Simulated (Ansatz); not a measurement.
Input file:

```
crystal:
  lattice:
    - [-2.1594172, 2.1594172, 9.1497879]
    - [2.1594172, -2.1594172, 9.1497879]
    - [2.1594172, 2.1594172, -9.1497879]
  atoms:
    - { symbol: Cd, position: [0.672163, 0.672163, 0.0] }
    - { symbol: Cd, position: [0.327837, 0.327837, 0.0] }
    - { symbol: Cd, position: [0.0, 0.0, 0.0] }
    - { symbol: Se, position: [0.41386, 0.91386, 0.5] }
    - { symbol: Se, position: [0.08614, 0.58614, 0.5] }
    - { symbol: S, position: [0.75, 0.25, 0.5] }
basis:
  ecutwfc: 420
kpoints:
  mp_grid: { grid: [10, 10, 10] }
hamiltonian:
  xc: pbe
scf:
  occupations: { method: gaussian, width: 0.02 }
output:
  forces: true
  stress: true
  eigenvalues: true
  write_density: true
  write_potential: true
  elf: true
  volumetric_format: npy
relax:
  adjacent_minimum: "off"
  f_tol: 0.01
  max_steps: 80
  cell: { stress_tol: 0.05 }
```

Launched as:

```sh
ansatz run input.yaml --threads 4 --pin off --max-ram 8192MiB --backend cpu --events-out ev --progress --plain --runs-dir out
```

Below, planes, directions and counts refer to the conventional cell (a = 4.32 Å, b = 4.32 Å, c = 18.30 Å, α = 90.00°, β = 90.00°, γ = 90.00°).

Space group I-4m2; a structure generated by program, which may or may not match a known phase.

Level of theory: DFT PBE, scalar-relativistic, plane waves, PAW in Ansatz.

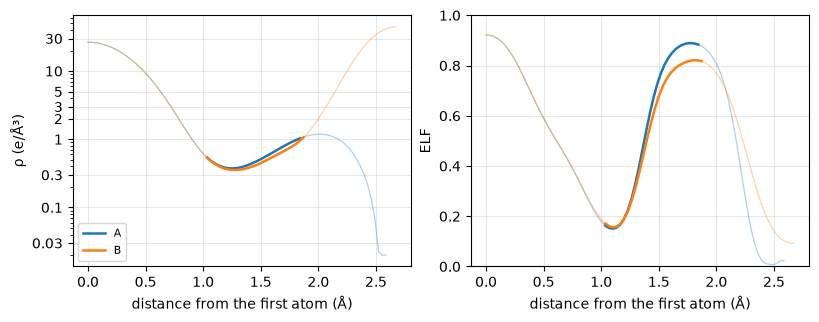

Cd3Se2S. Valence pseudo-density and electron localisation function along straight lines between neighbouring atoms. Thin, pale parts lie inside the atomic spheres.

In a PAW calculation such maps are meaningful between the atoms, not at the nuclei.

Which curve belongs to which contact (Cd–S and Cd–Se)? The first atom named is at distance zero.

Answer. Curve A: Cd–S (2.59 Å): ρ is about 0.38 e/Å³ halfway; the ELF peaks at about 0.90 in the valence shell of S, 0.8 Å from its nucleus, and drops to about 0.15 between the two atoms. Curve B: Cd–Se (2.67 Å): ρ is about 0.36 e/Å³ halfway; the ELF is about 0.40 at the midpoint and 0.15 at its lowest between the atoms.
